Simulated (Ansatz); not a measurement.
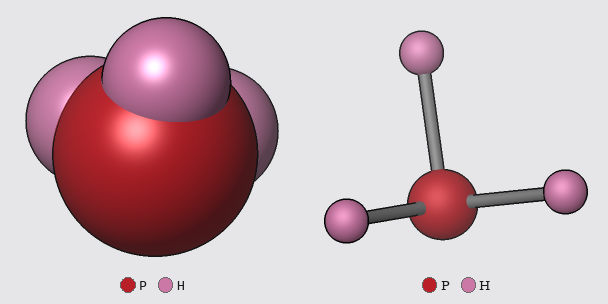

Two views of one molecule.

What does the picture show?

Formula PH₃. This geometry has C3v symmetry. Coordination: 1 P trigonal pyramidal.

More results for the same structure follow; atom numbers are the same in all pictures, views and colours differ. The geometry was computed by an optimisation with PBE0-D4/def2-TZVP. No frequency run is at hand to confirm it as a minimum.

### Charges

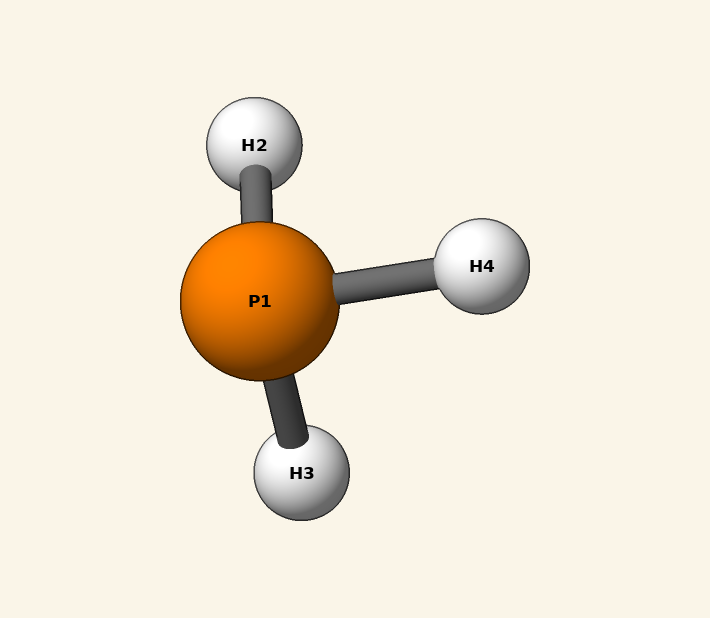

The questions are on Mulliken charges. No frequency run is at hand to confirm it as a minimum. Method: RKS PBE0-D4/def2-TZVP (Ansatz 0.2.0).

List the Mulliken charges.

```tsv
atom	value (e)
P1	−0.26
H2	0.09
H3	0.09
H4	0.09
```

### Electronic properties

No frequency run is at hand to confirm it as a minimum. Properties computed with RHF-CCSD(T), frozen core/def2-TZVPPD (Ansatz 0.2.0).

Give the T1 diagnostic at this level.

0.014.

### Dipole moment

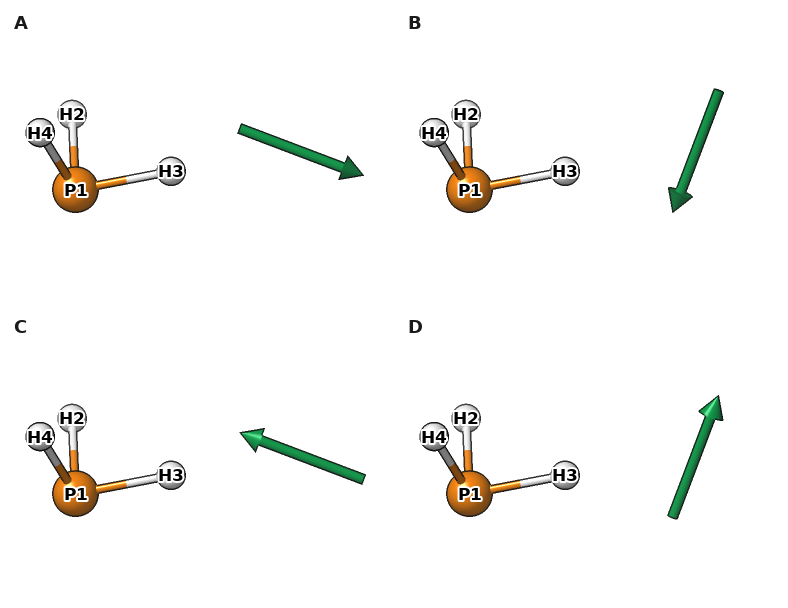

The same molecule four times, each with an arrow. No frequency run is at hand to confirm it as a minimum. Properties computed with RKS PBE0-D4/def2-TZVP (Ansatz 0.2.0).

Which arrow points along the dipole moment, from the negative to the positive end?

D. The dipole moment is 0.70 D; it points from the side of P1 to the side of H2, H3, H4 (the outermost atoms at the two ends).

Mulliken values depend strongly on the basis set and can even reverse the polarity of a bond.
